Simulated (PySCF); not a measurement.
**C₅H₁₀FPSi: density, localisation and related maps**

```json
{"atom": "C", "x (Å)": "2.2390", "y (Å)": "-1.1252", "z (Å)": "0.2912"}
{"atom": "C", "x (Å)": "0.9694", "y (Å)": "-0.3820", "z (Å)": "0.0378"}
{"atom": "C", "x (Å)": "-0.1670", "y (Å)": "-0.5582", "z (Å)": "0.7126"}
{"atom": "Si", "x (Å)": "-1.5182", "y (Å)": "0.5721", "z (Å)": "0.0732"}
{"atom": "F", "x (Å)": "-2.0843", "y (Å)": "1.5602", "z (Å)": "1.2385"}
{"atom": "P", "x (Å)": "-3.3609", "y (Å)": "-0.2052", "z (Å)": "-0.9452"}
{"atom": "C", "x (Å)": "-0.2808", "y (Å)": "1.5032", "z (Å)": "-1.0362"}
{"atom": "C", "x (Å)": "0.9753", "y (Å)": "0.6243", "z (Å)": "-1.0816"}
{"atom": "H", "x (Å)": "2.6005", "y (Å)": "-1.5813", "z (Å)": "-0.6300"}
{"atom": "H", "x (Å)": "3.0092", "y (Å)": "-0.4383", "z (Å)": "0.6420"}
{"atom": "H", "x (Å)": "2.0970", "y (Å)": "-1.9011", "z (Å)": "1.0390"}
{"atom": "H", "x (Å)": "-0.2476", "y (Å)": "-1.2861", "z (Å)": "1.5036"}
{"atom": "H", "x (Å)": "-3.7384", "y (Å)": "-0.9966", "z (Å)": "0.1264"}
{"atom": "H", "x (Å)": "-2.7057", "y (Å)": "-1.2546", "z (Å)": "-1.5694"}
{"atom": "H", "x (Å)": "-0.0454", "y (Å)": "2.4626", "z (Å)": "-0.5789"}
{"atom": "H", "x (Å)": "-0.6456", "y (Å)": "1.7122", "z (Å)": "-2.0389"}
{"atom": "H", "x (Å)": "1.0098", "y (Å)": "0.0728", "z (Å)": "-2.0261"}
{"atom": "H", "x (Å)": "1.8850", "y (Å)": "1.2277", "z (Å)": "-1.0343"}
```

Geometry: GFN2-xTB.

All numbers below come from PBE0/pcSseg-1, SCF density, gas phase, non-relativistic in PySCF 2.14.0.

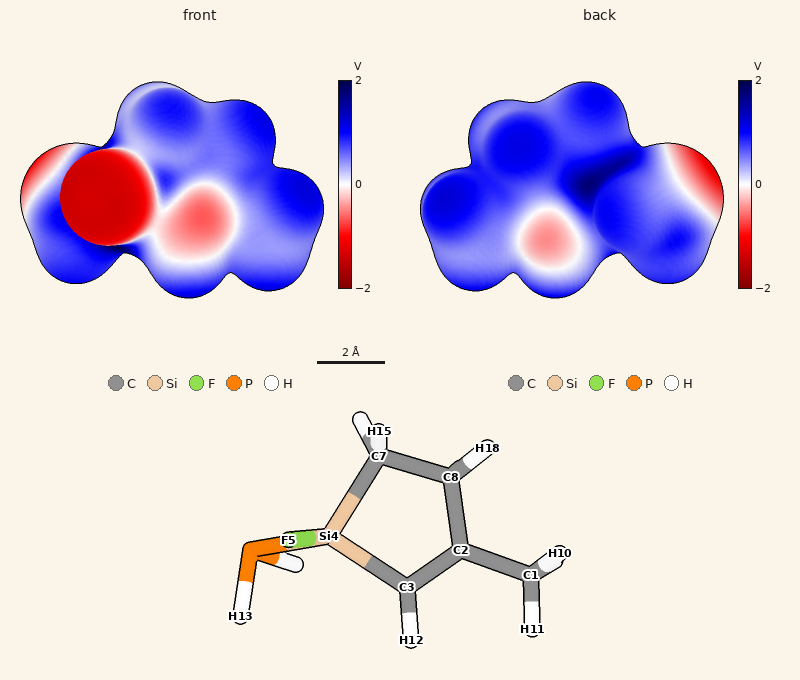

Figure 1. The electrostatic potential painted on the density surface at 0.004 e/bohr³, seen from the front and from behind; red is negative and blue positive. The bare structure is drawn below in the same view.

**Describe the electrostatic potential map.**

The most negative region (about −1.3 V, or −30 kcal/mol for a unit charge) lies over F5, the most positive (about +1.7 V, or +39 kcal/mol for a unit charge) over Si4.

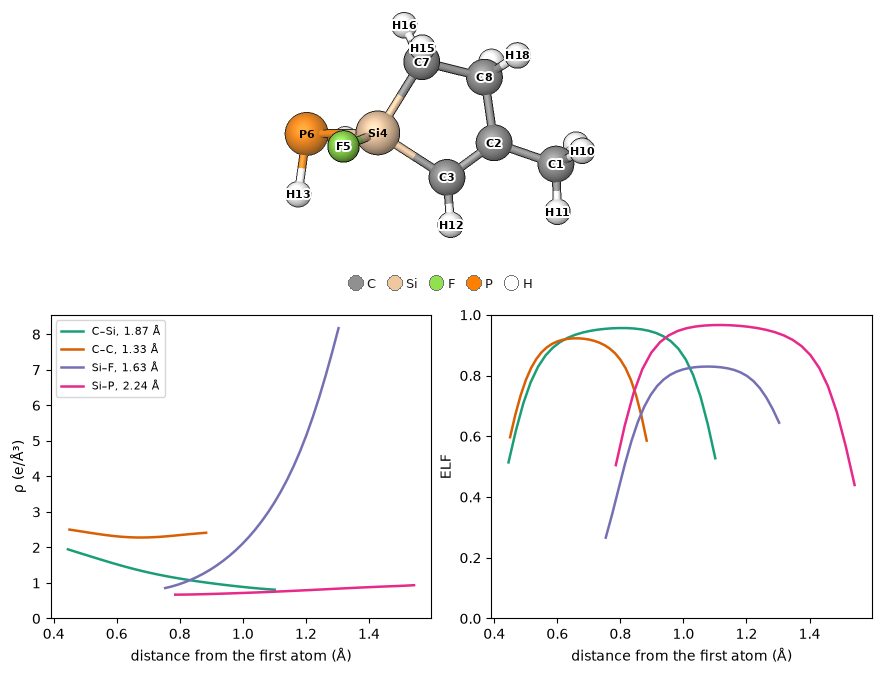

Figure 2. Electron density and electron localisation function along straight lines between neighbouring atoms. The curves leave out the atomic cores. The structure is drawn too.

**What can be read from the curves?**

C–Si (1.87 Å): the density is about 0.95 e/Å³ at the midpoint; the ELF peaks at about 0.95 between the atoms; localised, covalent bonding.
C–C (1.33 Å): ρ at the midpoint is about 2.3 e/Å³; the ELF peaks at about 0.90 between the atoms; a multiple bond.
Si–F (1.63 Å): the density is about 1 e/Å³ at the midpoint; the ELF peaks at about 0.85 in the valence shell of F, 0.5 Å from its nucleus, and is about 0.50 at the midpoint.
Si–P (2.24 Å): ρ at the midpoint is about 0.76 e/Å³; the ELF peaks at about 0.95 between the atoms, as expected for a covalent bond.
